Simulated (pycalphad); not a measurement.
All values are pycalphad results on the COST 507 light-alloy database (1999) (1 atm), not direct measurements. The database dates from 1999; later assessments differ in places, in temperatures and in the compounds included. Amounts are mole fractions of atoms.

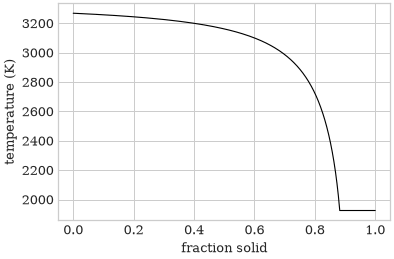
Figure: Scheil-Gulliver solidification path of Ti-11.54C (wt.%)

Q: Compare equilibrium and Scheil-Gulliver solidification of Ti-11.54C (wt.%).

A: Both start at the liquidus, 3269 K. In full equilibrium the last liquid goes at 2751 K (range 518 K), and at 2750 K the alloy holds fcc. With no diffusion in the solid (Scheil-Gulliver, steps of 4 K) the liquid lasts to an invariant point at 1925 K (range 1344 K), where the last 0.12 of it freezes; the solid then holds fcc 0.88, bcc 0.12.

| last step ahead of the change, T (K) | liquid left there | liquid composition there (wt.%) | solids forming below it |
|---|---|---|---|
| 3269 | 1.00 | 11.5 C | fcc |
| 1925 | 0.12 | 0.80 C | bcc + fcc |
Solids once formed stay as they are in this model, so peritectic reactions do not proceed; the changes are located to one step.

The fcc model also describes the rock-salt carbide or nitride (TiC, TiN, HfC).
